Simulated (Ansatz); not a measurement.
# C₂H₂BFSe: how energies converge with the basis set

Aim: see how fast density functionals converge with the basis set for C₂H₂BFSe.

Method: one geometry, several basis sets; program: Ansatz 0.2.0, Gaussian basis.

The runs, in order: PBE0-D4/def2-SVP; ωB97M-V/def2-SVP; PBE0-D4/def2-QZVPP; ωB97M-V/def2-QZVPP; the functionals' def2-TZVPP values are taken from earlier runs.

### 1 The relaxed structure

All runs share one geometry, relaxed beforehand with PBE0-D4 in a triple-zeta def2 set.

SMILES `C#C[Se]BF`, 7 atoms, charge 0, spin multiplicity 1.

Atoms are counted from 1 here; the program's logs count them from 0.

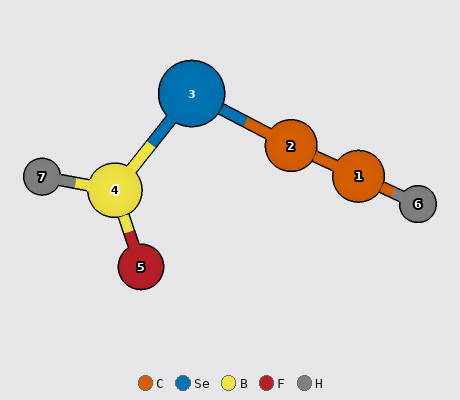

The geometry (carbon orange, selenium blue, boron yellow, fluorine red, hydrogen grey); atoms are numbered from 1 in the order of the file.

### 2 PBE0-D4 in def2-SVP

in.yaml reads:

```yaml
crystal:
  periodic: [false, false, false]
  atoms:
    - {symbol: C, position_ang: [-0.914479, 1.577907, 1.164222]}
    - {symbol: C, position_ang: [-0.228084, 0.603800, 1.004904]}
    - {symbol: Se, position_ang: [0.833411, -0.874410, 0.855523]}
    - {symbol: B, position_ang: [0.673988, -1.211640, -1.049990]}
    - {symbol: F, position_ang: [-0.054442, -0.455070, -1.835808]}
    - {symbol: H, position_ang: [-1.524620, 2.440714, 1.295024]}
    - {symbol: H, position_ang: [1.275526, -2.149399, -1.479575]}
basis:
  gaussian: {orbitals: def2-SVP}
hamiltonian: {xc: pbe0, dispersion: d4}
output: {orbitals: {seedname: orbitals}}
```

Launch:

```console
ansatz run in.yaml --threads 2 --pin off --events-out ev --progress --plain --max-ram 4352MiB
```

After this run come: ωB97M-V in def2-SVP; PBE0-D4 in def2-QZVPP; ωB97M-V in def2-QZVPP.

Q: Predict the results of all the runs planned. Wanted: PBE0-D4: double and triple zeta above quadruple; ωB97M-V: double and triple zeta above quadruple.

The runs gave:

| quantity | value |
| --- | --- |
| PBE0-D4: double and triple zeta above quadruple | 16.07, 1.66 eV |
| ωB97M-V: double and triple zeta above quadruple | 16.15, 1.59 eV |

For PBE0-D4 the step from double to triple zeta gains 14.40 eV and the next only 1.66 eV. Total energies overstate the basis error of differences, where much of it tends to cancel.
